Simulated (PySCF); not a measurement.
# C$_{2}$H$_{6}$BCl, SMILES `CB(C)Cl`: electronic structure

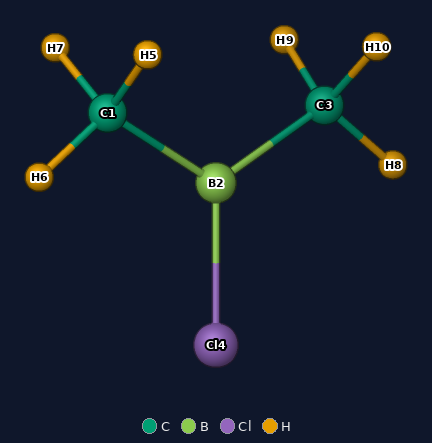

The molecule, with its atoms numbered as below. No frequency check shows the geometry to be a minimum.

Geometry (Å), atoms numbered from 1:

```
C1      -1.1220   -1.3774   -0.0003
B2      -0.3447    0.0000   -0.0001
C3      -1.1218    1.3775    0.0003
Cl4      1.3661   -0.0001    0.0000
H5      -1.7746   -1.4546    0.8682
H6      -0.4696   -2.2466    0.0013
H7      -1.7744   -1.4546   -0.8688
H8      -0.4693    2.2467   -0.0013
H9      -1.7744    1.4549   -0.8682
H10     -1.7746    1.4543    0.8688
```

### 1. Bonding charge

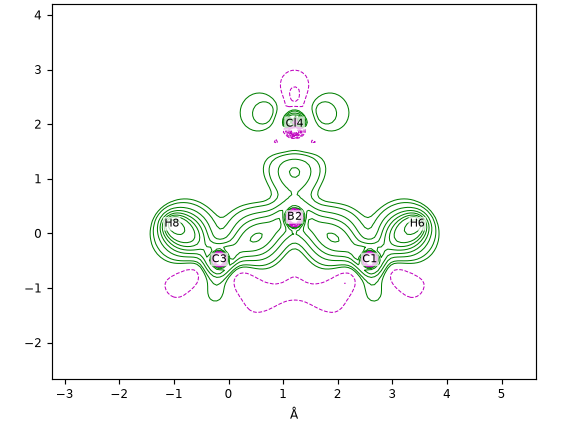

Deformation density (molecule less spherical, spin-averaged free atoms) in the plane of C1, B2, C3, Cl4, H6 and H8; contours at ±0.05 to ±0.8 e/Å³; solid green lines: gain, dashed magenta lines: loss.

PySCF calculation, PBE0/def2-TZVP, gas phase; geometry: GFN2-xTB.

Question: Describe the bonding that the map shows.

Answer: C1–H6 and C3–H8: +0.69 e/Å³ at the bond critical point (bond length 1.09 Å, Mayer order 1.0). C1–B2 and B2–C3: +0.46 e/Å³ at the bond critical point (bond length 1.58 Å, Mayer order 1.1). B2–Cl4: +0.22 e/Å³ at the bond critical point (bond length 1.71 Å, Mayer order 1.4). In all, 2.2 electrons gather in the regions of gain relative to the promolecule.

Question: Where do the Hirshfeld charges lie?

Answer: The highest Hirshfeld charge is on B2 (+0.19 e), the lowest on C1 and C3 (−0.20 e).

### 2. Bond critical points

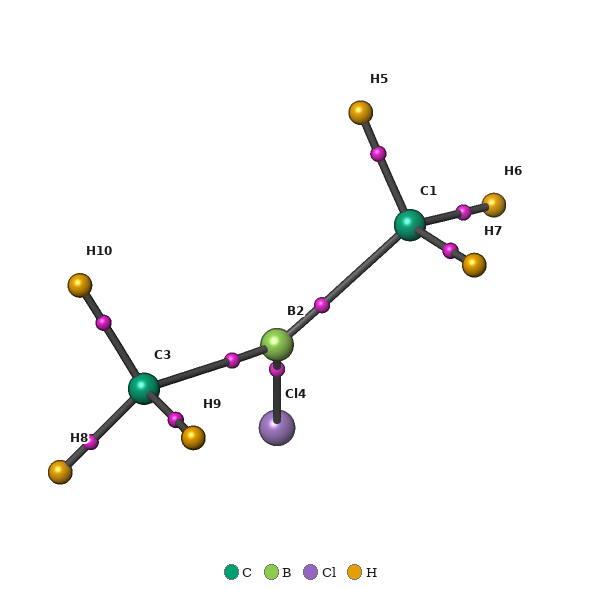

Molecular graph of the electron density (QTAIM): bond paths, bond critical points (magenta), ring points (cyan, if any); weak paths are dashed.

Question: How many critical points of each kind are there, and does the count close?

Answer: 10 nuclei, 9 bond, 0 ring and 0 cage critical points: 10 − 9 + 0 − 0 = 1, as the Poincaré–Hopf relation requires.

Question: Give the properties at the bond critical points.

Answer:
| bond | length (Å) | ρ (a.u.) | ∇²ρ (a.u.) | ε | H (a.u.) |
| --- | --- | --- | --- | --- | --- |
| C1–H6 (2 alike) | 1.087 | 0.277 | −0.94 | 0.01 | −0.280 |
| C1–H7 (4 alike) | 1.089 | 0.271 | −0.90 | 0.02 | −0.272 |
| C1–B2 (2 alike) | 1.582 | 0.187 | −0.36 | 0.13 | −0.209 |
| B2–Cl4 | 1.711 | 0.158 | +0.13 | 0.30 | −0.152 |

Question: What kind of interaction is B2–Cl4?

Answer: Polar or intermediate (positive Laplacian, negative energy density H): ρ = 0.158, ∇²ρ = +0.13, H = −0.152 a.u. Its ellipticity of 0.30 shows that the density isn't cylindrical about the bond.

### 3. Local ionisation energy

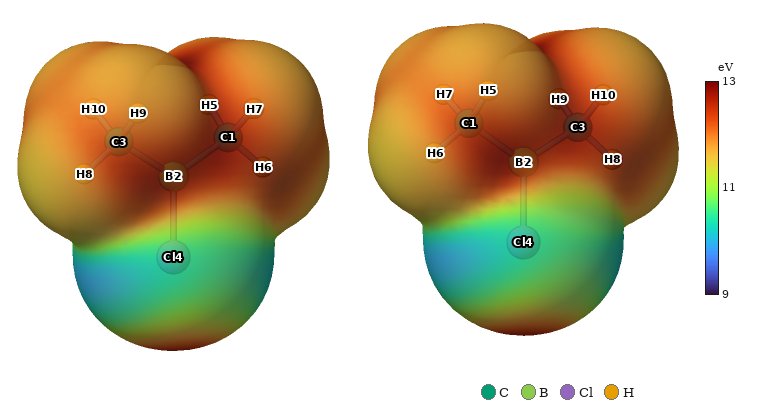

Average local ionisation energy on the surface of electron density 0.001 a.u. (back view left, front view right).

Question: Where are the most loosely bound electrons on this surface?

Answer: The lowest value is 9.9 eV, near Cl4 (2.13 Å) and H6 (2.31 Å), and at like points elsewhere. Further minima include 11.4 eV, 1.4 Å from H6, and at like points elsewhere. For comparison, the highest occupied orbital lies at −8.2 eV.

### 4. In an electric field

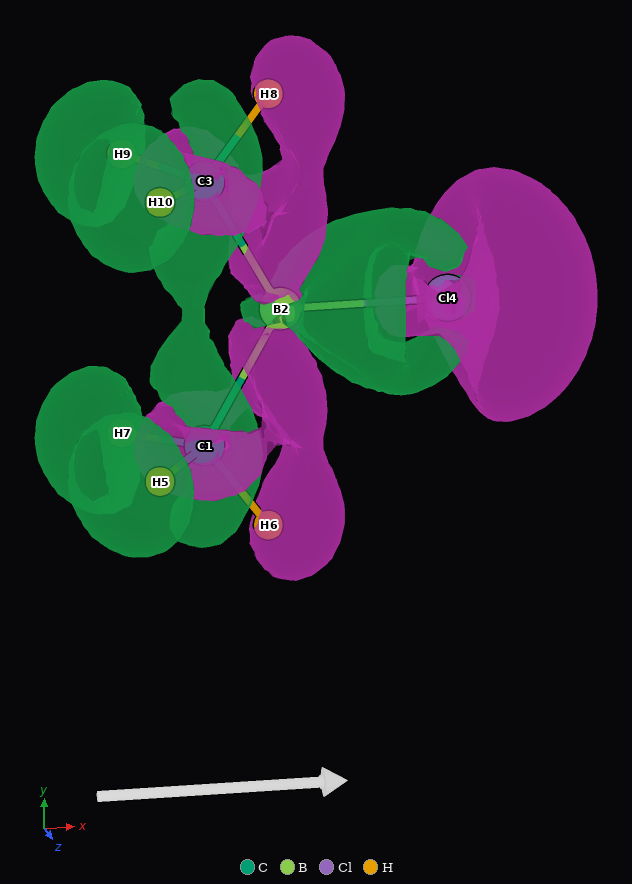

Change of the electron density in a uniform field of 0.21 V/Å along +x (arrow), surfaces at ±0.0015 e/Å³ (green: gain, purple: loss).

PySCF calculation, PBE0/def2-TZVP, gas phase; geometry: GFN2-xTB. A basis without diffuse functions makes polarisabilities too small.

Question: How large is the response?

Answer: The induced dipole is 0.59 D (along the field); α along this axis, from the fields in both directions, is 58 bohr³ (8.6 Å³).

Question: Which atoms gain and lose the most charge?

Answer: Electrons gather most on H5, H7, H9 and H10 alike (Hirshfeld charge changes by −0.006 e) and leave Cl4 most (+0.021 e); 0.054 electrons are displaced in all.

### 5. Removing or adding an electron

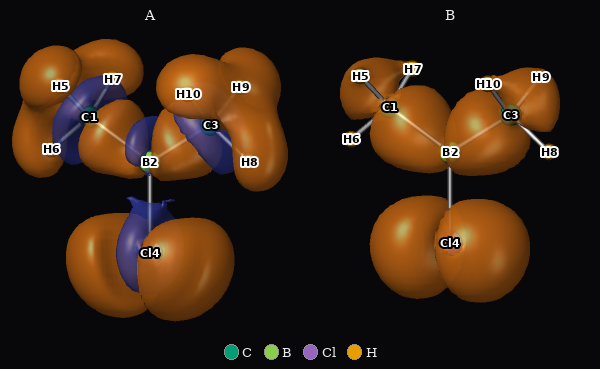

The Fukui function f⁻ from two separate SCF calculations and the density of the HOMO, at ±0.015 e/Å³ (orange positive, blue negative).

Computed with PySCF, PBE0/def2-TZVP, geometry: GFN2-xTB.

Question: Which panel is which, and how good is the frozen-orbital picture?

Answer: A is f⁻ (it has negative regions), B the HOMO density. The HOMO lies on Cl4 (53 %), C1 and C3 (13 % each) and B2 (12 %); f⁻ (Hirshfeld-condensed) is largest on Cl4 (0.39); the vertical ionisation energy is 10.41 eV (the stability of the cation's solution wasn't checked). Relaxation shifts 24 % of the electron between atoms. The orbital energy is −8.22 eV.

The PySCF runs shown took 18 s, 41 s and 52 s on 1 thread of Arm Neoverse V2, on a shared host.
